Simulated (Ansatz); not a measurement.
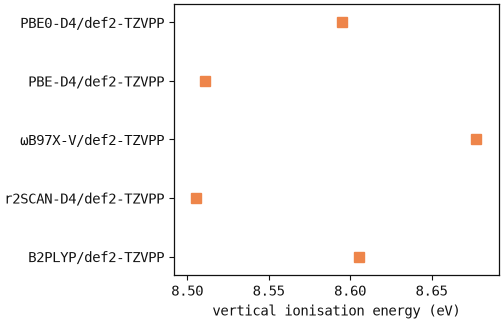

Vertical ionisation energy of CH₄GeS, SMILES S=[CH][GeH3], singlet, taken as the energy of the cation less that of the neutral at fixed geometry (unrestricted doublet cation, cores frozen in correlated methods, no spin-orbit coupling), the Ansatz code 0.2.0, at a PBE0-D4/def2-TZVP geometry (a minimum by its frequencies).

### What range do the values span?

From 8.51 eV (r2SCAN-D4/def2-TZVPP) to 8.68 eV (ωB97X-V/def2-TZVPP).

### Give the values.

| level | eV |
| --- | --- |
| PBE0-D4/def2-TZVPP | 8.59 |
| PBE-D4/def2-TZVPP | 8.51 |
| ωB97X-V/def2-TZVPP | 8.68 |
| r2SCAN-D4/def2-TZVPP | 8.51 |
| B2PLYP/def2-TZVPP | 8.61 |

Caveats, for all or some of the runs: no scalar relativity up to krypton; outer-core shells are correlated without core-valence functions, which makes the correlated values less sure.
